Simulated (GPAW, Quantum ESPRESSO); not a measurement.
# Mo (Im-3m): the Mo L₃ absorption edge, part 2 of 4

Do two independent programs agree on the Mo L₃ edge of Mo (Im-3m)? The same cell and functional are run with XSpectra and with GPAW.

Quantum ESPRESSO 7.5 and GPAW 26.7.0; core-hole supercells, plane-wave PAW PBE.

So far. Step 2 (Ground state of the crystal (Quantum ESPRESSO)): The mesh shows no gap, so the system is treated as a metal and the core electron is put at the Fermi level (neutral cell). Step 3 (Spectrum without a core hole, Mo atom 1 (Quantum …): Main maxima below 30 eV (height): 2.2 eV (2.77), 13.8 eV (0.79), 19.7 eV (0.72) and 28.4 eV (0.60). At an L edge the dipole rule selects empty d (and weakly s) states on the absorber, and the strong line at the onset measures the empty part of its d band.

### Step 6. Supercell with XCH, Mo atom 1 (Quantum ESPRESSO)

Level of this step: plane-wave PAW DFT, PBE, scalar-relativistic, self-consistent field (Quantum ESPRESSO).

The holes are 5.5 Å apart. The excited electron is kept in the cell, where it fills the lowest empty states and screens the hole.

Input file scf.in:

```
&control
   calculation='scf', prefix='x', pseudo_dir='../pp', outdir='tmp', tprnfor=.true.
/
&system
   ibrav=0, nat=8, ntyp=2, nbnd=70
   ecutwfc=51, ecutrho=340
   occupations='smearing', smearing='mv', degauss=0.015
/
&electrons
   conv_thr=8.0e-08, electron_maxstep=120
   mixing_beta=0.5
/
ATOMIC_SPECIES
Mo0 1.0 Mo.pbe-spn-kjpaw-2pch.UPF
Mo 1.0 Mo.pbe-spn-kjpaw.UPF
CELL_PARAMETERS angstrom
  -3.14683000 3.14683000 3.14683000
  3.14683000 -3.14683000 3.14683000
  3.14683000 3.14683000 -3.14683000
ATOMIC_POSITIONS crystal
Mo0  0.00000000 0.00000000 0.00000000
Mo   0.00000000 0.00000000 0.50000000
Mo   0.00000000 0.50000000 0.00000000
Mo   0.50000000 0.00000000 0.00000000
Mo   0.00000000 0.50000000 0.50000000
Mo   0.50000000 0.00000000 0.50000000
Mo   0.50000000 0.50000000 0.00000000
Mo   0.50000000 0.50000000 0.50000000
K_POINTS automatic
6 6 6 0 0 0
```

Started as:

```
$ OMP_NUM_THREADS=1 mpirun --oversubscribe --bind-to none -np 4 pw.x -nk 4 -in scf.in > scf.out
```

Numbers of over 12 decimals in the logs are rounded to 6 here.

The log of the run:

```text
     [... banner and references ...]
[banner, memory and clock lines left out]
using ibrav=0 with symmetry is DISCOURAGED, use correct ibrav instead

     G-vector sticks info

     bravais-lattice index     =            0
     lattice parameter (alat)  =      10.2999  a.u.
     unit-cell volume          =     841.1558 (a.u.)^3
     number of atoms/cell      =            8
     number of atomic types    =            2
     number of electrons       =       113.00
     number of Kohn-Sham states=           70
     kinetic-energy cutoff     =      51.0000  Ry
     charge density cutoff     =     340.0000  Ry
     scf convergence threshold =      8.0E-08
     mixing beta               =       0.5000
     number of iterations used =            8  plain     mixing
     Exchange-correlation= SLA  PW   PBX  PBC
                           (   1   4   3   4   0   0   0)

     celldm(1)=  10.299894  celldm(2)=   0.000000  celldm(3)=   0.000000
     celldm(4)=   0.000000  celldm(5)=   0.000000  celldm(6)=   0.000000

     crystal axes: (cart. coord. in units of alat)
               a(1) = (  -0.577350   0.577350   0.577350 )
               a(2) = (   0.577350  -0.577350   0.577350 )
               a(3) = (   0.577350   0.577350  -0.577350 )

     reciprocal axes: (cart. coord. in units 2 pi/alat)
               b(1) = ( -0.000000  0.866025  0.866025 )
               b(2) = (  0.866025 -0.000000  0.866025 )
               b(3) = (  0.866025  0.866025  0.000000 )

     PseudoPot. #1 for Mo:     Pseudo is Projector augmented-wave + core cor, Zval = 15.0

     PseudoPot. #2 for Mo:     Pseudo is Projector augmented-wave + core cor, Zval = 14.0

[...]
Davidson diagonalization with overlap
     ethr =  2.52E-09,  avg # of iterations =  1.9

     End of self-consistent calculation

          k = 0.0000 0.0000 0.0000 (  5233 PWs)   bands (ev):

   -43.4741 -39.8970 -39.7085 -39.7085 -39.7085 -39.6145 -39.6145 -39.4933
   -16.8498 -16.8498 -16.8498 -14.5958 -14.5958 -14.5958 -14.3676 -14.3676
   -14.3676 -13.9716 -13.9716 -13.9716 -13.6974 -13.6745 -13.6745 -13.4136
[...]
19.8988  19.8988  22.2931  22.2931  22.9135  22.9135  22.9135  22.9419
    22.9419  22.9419  23.0132  23.0132  23.0132  23.0651  23.0651  23.0856
    23.4881  23.4881  23.6709  23.6709  23.6709  23.7424

     [... bands of 15 further k-points ...]

     the Fermi energy is    21.4919 ev

!    total energy              =   -2925.32413871 Ry
     total all-electron energy =    -64597.172821 Ry
     estimated scf accuracy    <       0.00000004 Ry
     smearing contrib. (-TS)   =      -0.00274495 Ry
     internal energy E=F+TS    =   -2925.32139376 Ry

     The total energy is F=E-TS. E is the sum of the following terms:
     one-electron contribution =    -129.38266645 Ry
     hartree contribution      =     147.87349429 Ry
     xc contribution           =    -157.09839001 Ry
     ewald contribution        =    -977.02727910 Ry
     one-center paw contrib.   =   -1809.68655248 Ry

     convergence has been achieved in  10 iterations

     Forces acting on atoms (cartesian axes, Ry/au):

     atom    1 type  1   force =     0.00000000    0.00000000    0.00000000
     atom    2 type  2   force =    -0.00000000   -0.00000000   -0.00000000
     atom    3 type  2   force =    -0.00000000    0.00000000   -0.00000000
[...]
atom    7 type  2   force =    -0.00000000   -0.00000000    0.00000000
     atom    8 type  2   force =    -0.00000000   -0.00000000   -0.00000000

     Total force =     0.000000     Total SCF correction =     0.000000

     XML data file, charge density, pseudopotentials, collected wavefunctions
```

Run time: 40 s. Hardware: 4 MPI ranks of Arm Neoverse V2, shared host; peak memory 0.21 GiB.

Energy with the hole: -878889.310 eV, cores included.

### Step 7. Spectrum with XCH, Mo atom 1 (Quantum ESPRESSO)

The Lanczos recursion gives the spectrum without computing empty bands; each polarisation needs a run of its own on the full k mesh. xe0 is set between filled and empty states, and states below it are cut, here at the Fermi level, which holds the excited electron. The file of filecore holds the core orbital, taken from the hole-free data set.

Input file xspectra.in:

```
&input_xspectra
   calculation='xanes_dipole', edge='L3'
   prefix='x', outdir='tmp', xiabs=1, xe0=21.4919
   xonly_plot=.false., x_save_file='xanes.sav'
   xniter=3000, xcheck_conv=20, xerror=0.005
   xcoordcrys=.false., xepsilon(1)=1, xepsilon(2)=0, xepsilon(3)=0
/
&plot
   xnepoint=186, xemin=-10, xemax=45, terminator=.true., cut_occ_states=.true.
   xgamma=0.89
/
&pseudos
   filecore='../Mo.wfc'
/
&cut_occ
   cut_desmooth=0.1, cut_stepl=0.05, cut_stepu=0.05, cut_ierror=1e-5
/
5 5 5 0 0 0
```

Started as:

```
$ OMP_NUM_THREADS=1 mpirun --oversubscribe --bind-to none -np 4 xspectra.x -nk 4 -in xspectra.in > xspectra.out
```

The log of the run:

```text
     [... banner and references ...]
Reading input_file

     calculation: xanes_dipole

     xepsilon  [cartesian coordinates]:   1.000000   0.000000   0.000000

     xonly_plot: FALSE
        => complete calculation: Lanczos + spectrum plot

     filecore (core-wavefunction file): ../Mo.wfc

     main plot parameters:
        cut_occ_states: TRUE
        gamma_mode:  constant
        -> using xgamma [eV]:  0.89
        xemin [eV]: -10.00
        xemax [eV]:  45.00
        xnepoint:  186
        xe0 [eV]:  21.491900 (energy zero read in input file)

     WARNING: variable ef_r is obsolete

                      Reading SCF save directory: x.save

     tmp/x.save/

     Exchange-correlation= PBE
                           (   1   4   3   4   0   0   0)

     G-vector sticks info

                           Getting the Fermi energy

     From SCF save directory:
        ehomo [eV]:   21.8083 (highest occupied level)
        elumo [eV]:   21.8720 (lowest occupied level)
        ef    [eV]:   21.8083

     -> ef (in eV) will be written in x_save_file

                           Energy zero of the spectrum

     -> ef will NOT be used as energy zero of the spectrum
       (because xe0 read in input file)

     G-vector sticks info

     bravais-lattice index     =            0
     lattice parameter (alat)  =      10.2999  a.u.
     unit-cell volume          =     841.1558 (a.u.)^3
     number of atoms/cell      =            8
     number of atomic types    =            2
     number of electrons       =       113.00
     number of Kohn-Sham states=           70
     kinetic-energy cutoff     =      51.0000  Ry
     charge density cutoff     =     340.0000  Ry
     Exchange-correlation= PBE
                           (   1   4   3   4   0   0   0)

     celldm(1)=  10.299894  celldm(2)=   0.000000  celldm(3)=   0.000000
     celldm(4)=   0.000000  celldm(5)=   0.000000  celldm(6)=   0.000000

     crystal axes: (cart. coord. in units of alat)
               a(1) = (  -0.577350   0.577350   0.577350 )
               a(2) = (   0.577350  -0.577350   0.577350 )
               a(3) = (   0.577350   0.577350  -0.577350 )

     reciprocal axes: (cart. coord. in units 2 pi/alat)
               b(1) = ( -0.000000  0.866025  0.866025 )
               b(2) = (  0.866025 -0.000000  0.866025 )
               b(3) = (  0.866025  0.866025  0.000000 )

     PseudoPot. #1 for Mo:     Pseudo is Projector augmented-wave + core cor, Zval = 15.0

     PseudoPot. #2 for Mo:     Pseudo is Projector augmented-wave + core cor, Zval = 14.0

     atomic species   valence    mass     pseudopotential
     Mo0              15.00     1.00000     Mo( 1.00)
     Mo               14.00     1.00000     Mo( 1.00)

     48 Sym. Ops., with inversion, found

   Cartesian axes

     site n.     atom                  positions (alat units)
         1        Mo0    tau(   1) = (   0.0000000   0.0000000   0.0000000  )
         2        Mo     tau(   2) = (   0.2886751   0.2886751  -0.2886751  )
         3        Mo     tau(   3) = (   0.2886751  -0.2886751   0.2886751  )
         4        Mo     tau(   4) = (  -0.2886751   0.2886751   0.2886751  )
         5        Mo     tau(   5) = (   0.5773503   0.0000000   0.0000000  )
         6        Mo     tau(   6) = (   0.0000000   0.5773503   0.0000000  )
         7        Mo     tau(   7) = (   0.0000000   0.0000000   0.5773503  )
         8        Mo     tau(   8) = (   0.2886751   0.2886751   0.2886751  )

     number of k points=   125  Marzari-Vanderbilt smearing, width (Ry)=  0.0150

     Number of k-points >= 100: set verbosity='high' to print them.

     Dense  grid:    89103 G-vectors     FFT dimensions: (  64,  64,  64)

     Smooth grid:    41379 G-vectors     FFT dimensions: (  48,  48,  48)

     The potential is recalculated from file :
     tmp/x.save/charge-density

     Starting wfcs are   80 atomic wfcs
     Checking if some PAW data can be deallocated...

               Reading core wavefunction file for the absorbing atom

     ../Mo.wfc successfully read

                              Attributing the PAW radii
                     for the absorbing atom [units: Bohr radius]

        PAW proj 1: r_paw(l= 0)= 1.72  (1.5*r_cut)
        PAW proj 2: r_paw(l= 0)= 1.72  (1.5*r_cut)
        PAW proj 3: r_paw(l= 1)= 2.40  (1.5*r_cut)
        PAW proj 4: r_paw(l= 1)= 2.40  (1.5*r_cut)
        PAW proj 5: r_paw(l= 2)= 2.40  (1.5*r_cut)
        PAW proj 6: r_paw(l= 2)= 2.40  (1.5*r_cut)

        NB: The calculation will not necessary use all these r_paw values.
            - For a edge in the electric-dipole approximation,
              only the r_paw(l=1) values are used.
            - For a K edge in the electric-quadrupole approximation,
              only the r_paw(l=2) values are used.

            - For a L2 or L3 edge in the electric-quadrupole approximation,

              all projectors (s, p and d) are used.

                          Starting XANES calculation
                     in the electric dipole approximation
     Method of calculation based on the Lanczos recursion algorithm
        - STEP 1: Construction of a kpoint-dependent Lanczos basis,
          in which the Hamiltonian is tridiagonal (each 'iter'
          corresponds to the calculation of one more Lanczos vector)
        - STEP 2: Calculation of the cross-section as a continued fraction
          averaged over the k-points.

     ... Begin STEP 1 ...

        Radial transition matrix element(s) used in the calculation of the
        initial vector of the Lanczos basis (|tilde{phi}_abs> normalized)
l =  2    Radial matrix element proj. ( 1)=    0.02881924
l =  2    Radial matrix element proj. ( 2)=    0.03906246
l =  0    Radial matrix element proj. ( 1)=    0.00972718
l =  0    Radial matrix element proj. ( 2)=    0.01115773
NB: the    32 k-point are not all listed below because npool=  4

               Lanczos Number                 1  of            4

        |-------------------------------------------------------------
        ! k-point #     1:  ( 0.0000,  0.0000,  0.0000),  0.0160,   1
        |-------------------------------------------------------------
        |   Norm of the initial Lanczos vector: 0.19990009E-01
        |   Estimated error at iter     20:   1.01561809
        |   Estimated error at iter     40:   0.47219034
        |   Estimated error at iter     60:   0.12804417
        |   Estimated error at iter     80:   0.24948923
        |   Estimated error at iter    100:   0.04646725
[...]
!   => CONVERGED at iter    160 with error=  0.00415875
        |-------------------------------------------------------------
        ! k-point #     2:  ( 0.1732,  0.1732,  0.0000),  0.0160,   1
        |-------------------------------------------------------------
        |   Norm of the initial Lanczos vector: 0.19990002E-01
[...]
|   Estimated error at iter    200:   0.00958175
        |   Estimated error at iter    220:   0.00585538
        |   Estimated error at iter    240:   0.00775441
        !   => CONVERGED at iter    260 with error=  0.00472772
        |-------------------------------------------------------------
     [... 125 further k-points ...]
        ! k-point #    32:  ( 0.3464,  0.3464,  0.3464),  0.0160,   1
        |-------------------------------------------------------------
        |   Norm of the initial Lanczos vector: 0.19989983E-01

     Results of STEP 1 successfully written in x_save_file
     x_save_file name:
     ->  xanes.sav
     x_save_file version:  2

     ... End STEP 1 ...

     ... Begin STEP 2 ...

     The spectrum is calculated using the following parameters:
        xe0 [eV]:   21.4919
        the occupied states are elimintate from the spectrum
        xemin [eV]: -10.00
        xemax [eV]:  45.00
        xnepoint:  186
        constant broadening parameter [eV]:    0.890
        Core level energy [eV]:  -2520.
         (from electron binding energy of neutral atoms in X-ray data booklet)

     Cross-section successfully written in xanes.dat

     ... End STEP 2 ...

                                END JOB XSpectra
```

Elapsed: 2.5 min, on 4 MPI ranks; peak memory 0.14 GiB.

The Mo L₃ spectrum, Mo atom 1, excited-electron core hole (neutral cell) (energy from the energy zero of the input (xe0, at the border of filled and empty states); intensity scaled to a mean of 1 over the first 20 eV; the points at xe0, where the cut of filled states can leave a spike, are interpolated):

| E (eV) | intensity |
| --- | --- |
| -2.0 | 0.36 |
| -0.5 | 1.25 |
| 1.0 | 2.86 |
| 2.5 | 2.16 |
| 4.0 | 1.15 |
| 5.5 | 0.74 |
| 7.0 | 0.53 |
| 8.5 | 0.47 |
| 10.0 | 0.56 |
| 11.5 | 0.81 |
| 13.0 | 0.83 |
| 14.5 | 0.72 |
| 16.0 | 0.71 |
| 17.5 | 0.61 |
| 19.0 | 0.72 |
| 20.5 | 0.57 |
| 22.0 | 0.45 |
| 23.5 | 0.51 |
| 25.0 | 0.56 |
| 26.5 | 0.59 |
| 28.0 | 0.64 |
| 29.5 | 0.57 |
| 31.0 | 0.55 |

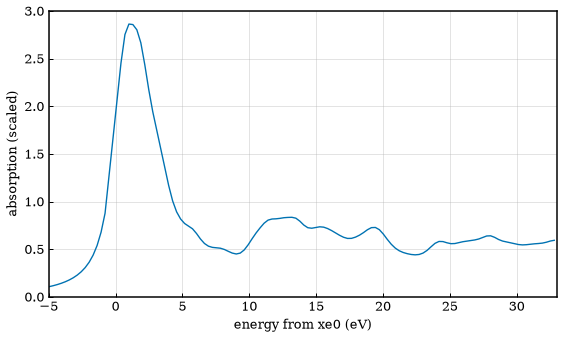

The Mo L₃ edge, Mo atom 1, excited-electron core hole (neutral cell): main maxima at 1.0, 13.2 and 19.4 eV.

Main maxima below 30 eV (height): 1.0 eV (2.86), 13.2 eV (0.83), 19.4 eV (0.73) and 28.1 eV (0.64). 

### Step 8. Ground state of the crystal (GPAW)

The second program starts from its own ground state, on the same cell and functional.

Input file scf.py:

```python
import numpy as np
from ase import Atoms
from ase.parallel import parprint, paropen
from gpaw import GPAW, PW, FermiDirac, Mixer, MixerDif, setup_paths
from gpaw.test import gen
setup_paths.insert(0, '.')
gen('Mo', name='nch2p', xcname='PBE', corehole=(2, 1, 0), write_xml=True)
from gpaw.mpi import world
world.barrier()

atoms = Atoms('Mo',
    cell=[[-1.573415, 1.573415, 1.573415],
     [1.573415, -1.573415, 1.573415],
     [1.573415, 1.573415, -1.573415]],
    scaled_positions=[[0, 0, 0]],
    pbc=True)
atoms.calc = calc = GPAW(legacy_gpaw=True, mode=PW(500), xc='PBE', setups={0: 'nch2p'},
    kpts={'size': (11, 11, 11), 'gamma': True}, occupations=FermiDirac(0.05),
    charge=0, mixer=Mixer(0.1, 5, 50), maxiter=150,
    convergence={'density': 0.0001}, txt='scf.txt')
energy = atoms.get_potential_energy() + calc.get_reference_energy()
ef = calc.get_fermi_level()
out = dict(energy=energy, fermi=ef, forces=atoms.get_forces().tolist())
parprint(f'all-electron energy {energy:.4f} eV, Fermi level {ef:.4f} eV')
ev = np.array([[calc.get_eigenvalues(k, s) for k in range(len(calc.get_ibz_k_points()))] for s in range(calc.get_number_of_spins())])
out['homo'], out['lumo'], out['counts'] = ev[ev < ef].max(), ev[ev > ef].min(), sorted(set((ev < ef).sum((0, 2)).tolist()))
out['filled'] = (ev[:, 0] < ef).sum(1).tolist()
import json
with paropen('out.json', 'w') as f:
    json.dump(out, f)
```

Started as:

```
$ OMP_NUM_THREADS=1 mpirun -n 4 gpaw python scf.py
```

The log of the run:

```text
Input parameters:
  convergence: {density: 0.0001}
  kpts: {gamma: True,
         size: (11, 11, 11)}
  maxiter: 150
  mixer: {backend: pulay,
          beta: 0.1,
          method: separate,
          nmaxold: 5,
          weight: 50}
  mode: {ecut: 500.0,
         name: pw}
  occupations: {fixmagmom: False,
                name: fermi-dirac,
                width: 0.05}
  setups: {0: nch2p}
  xc: PBE

Initialize ...

[...]
5s(1) :    -0.150085     0.978120
4p(6) :    -1.414509     0.335875
5p(0) :    -0.038372     0.985136
4d(5) :    -0.137943     0.661676
*d    :     0.862057
--------------------------------

Diagonalizing with gridspacing h=0.050

state   all-electron     PAW
-------------------------------
4s:      -2.363253    -2.363925
4p:      -1.414509    -1.415820
4d:      -0.137943    -0.139490
*f:                    0.064731
-------------------------------
all-electron energy -110145.3053 eV, Fermi level 13.4976 eV
[key lines of the parts left out:]
Converged after 12 iterations.
Dipole moment: (-0.000000, -0.000000, -0.000000) |e|*Ang
Free energy:    -11.236795
Fermi level: 13.49764
```

Wall time 4.5 s (4 MPI ranks); peak memory 0.17 GiB.

The mesh shows no gap, so the system is treated as a metal and the core electron is put at the Fermi level (neutral cell).

[end of part 2 of 4]

[Banner, clock and machine lines of the logs are left out without a mark of their own.]

[Logs are printed without paths, hosts, clocks, repeated set-up lines and the standing remarks that a program may print on its own settings, such as how far it seeks lower states.]

[Hosts, paths, dates, database ids (printed as entryN), source tags and the programs' standing remarks are cut or masked in the printed files.]

[Lists of maxima count a maximum above −3 eV only where it reaches 4 % of the highest in the window and stands out from its surroundings by 2 % of it (1.5 % where it reaches 55 %); shoulders and weaker maxima are passed over, and of the rest the first, up to two pre-edge ones and the few strongest are named.]
